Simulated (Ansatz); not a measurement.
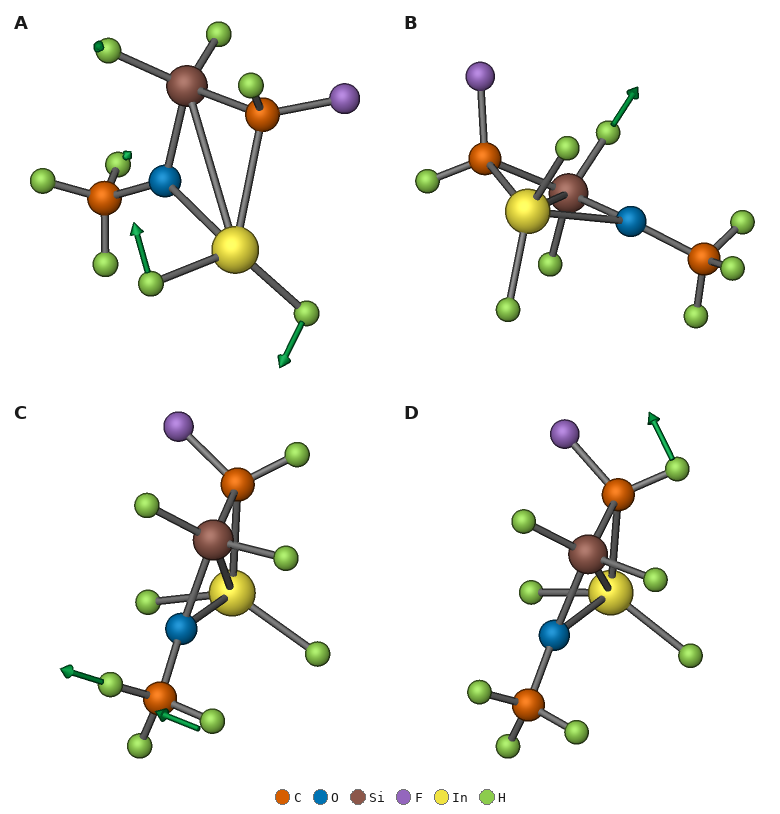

4 normal modes of one molecule or complex, as arrows. Harmonic vibrations computed with RKS PBE0-D4/def2-TZVP, core potentials on In (Ansatz 0.2.0) at a stationary point of the same level.

Question: Match the panels to the wavenumbers 348 cm⁻¹, 1302 cm⁻¹, 2226 cm⁻¹, 3103 cm⁻¹.

Answer: A: 348 cm⁻¹, angle bending
B: 2226 cm⁻¹, Si–H stretching
C: 3103 cm⁻¹, out-of-phase stretching of 2 C–H bonds
D: 1302 cm⁻¹, angle bending
